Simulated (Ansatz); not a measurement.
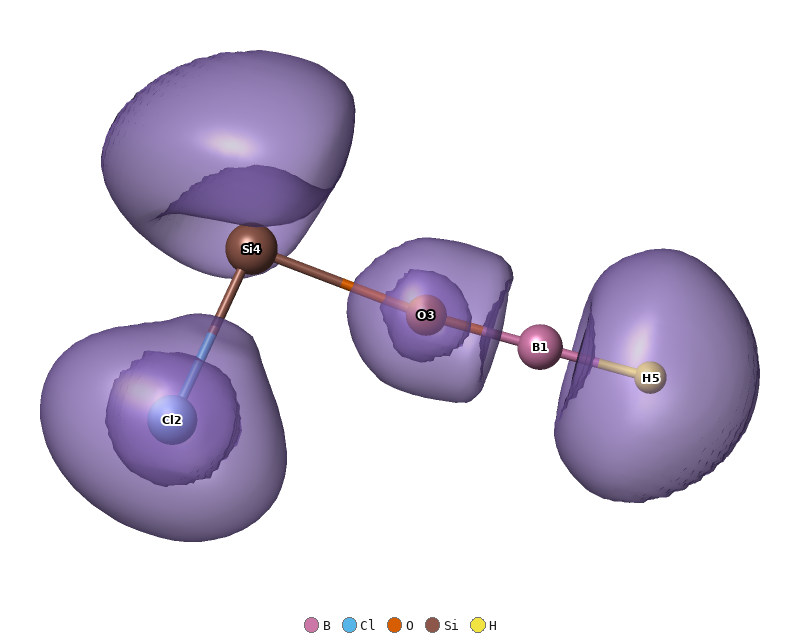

*BClHOSi (SMILES [BH+]O[Si]Cl) (charge +1). Isosurface of the electron localisation function at 0.75 (purple), seen at a tilt. Core shells and regions of very low density are left out.*

Geometry: PBE0-D3(BJ)/def2-SVP.

Theory: isolated molecule in a Gaussian basis; Kohn-Sham density functional theory, functional PBE0 (Ansatz).

```xyz
5

B    -0.9610    0.2975   -0.1823
Cl   -2.5820    0.7380    3.3794
O    -0.9121    0.5897    1.0043
Si   -0.6582    1.0893    2.8547
H    -1.0047    0.0153   -1.3323
```

### What do the ELF domains correspond to?

The ELF exceeds this value in one region around a hydrogen nucleus, one region on Cl in which the atom's valence shell and bonds are merged, one region on O in which the atom's valence shell and bonds are merged and one lobe on Si, pointing away from the bonds (lone pairs). Profiles from the grid: B–O (1.22 Å): the ELF peaks at about 0.85 between the atoms; a polar covalent bond. Si–O (1.93 Å): the ELF peaks at about 0.90 in the valence shell of O, 0.6 Å from its nucleus, and is about 0.55 at the midpoint.
